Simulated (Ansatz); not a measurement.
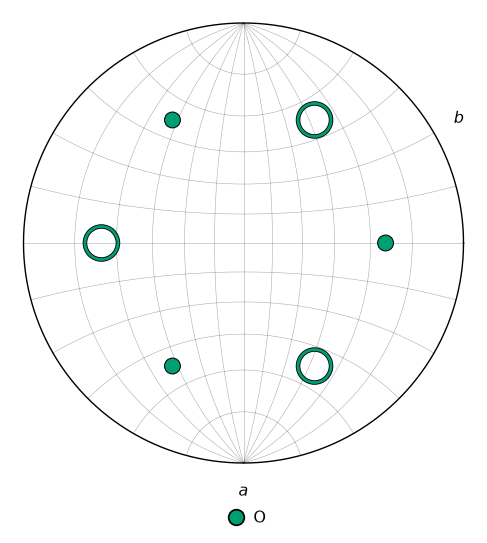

Crystal: EuPtO2, the input geometry of an electronic-structure calculation (not necessarily at equilibrium); the starting structure was generated, so it need not be a known form of this composition. Directions from one europium atom at (2/3, 1/3, 5/6) to its bonded neighbours, in stereographic projection down c (filled: above the plane of the page or in it, open: below). The drawing is computed from the coordinates (standard cell, symmetry found to 0.002 Å).

Neighbours are counted up to 2.96 Å for O; other elements are left out.

```
CELL_PARAMETERS angstrom
3.65261 0.00000 0.00000
-1.82631 3.16325 0.00000
0.00000 0.00000 17.24581
ATOMIC_POSITIONS crystal
Pt 0.00000 0.00000 0.00000
Eu 0.66667 0.33333 0.83333
O 0.33333 0.66667 0.77813
O 0.00000 0.00000 0.88854
Pt 0.66667 0.33333 0.33333
Eu 0.33333 0.66667 0.16667
O 0.00000 0.00000 0.11146
O 0.66667 0.33333 0.22187
Pt 0.33333 0.66667 0.66667
Eu 0.00000 0.00000 0.50000
O 0.66667 0.33333 0.44480
O 0.33333 0.66667 0.55520
```

How many neighbours are there, and at what angles?

6: 6 O at 2.31 Å. Angles between bonds: 76° (6×), 104° (6×), 180° (3×).

What is the site's symmetry in the crystal?

Point group -3m (D3d), order 12: one threefold axis, three twofold axes, three mirror planes, an inversion centre. In R-3m, No. 166, hexagonal axes this is Wyckoff position 3b.
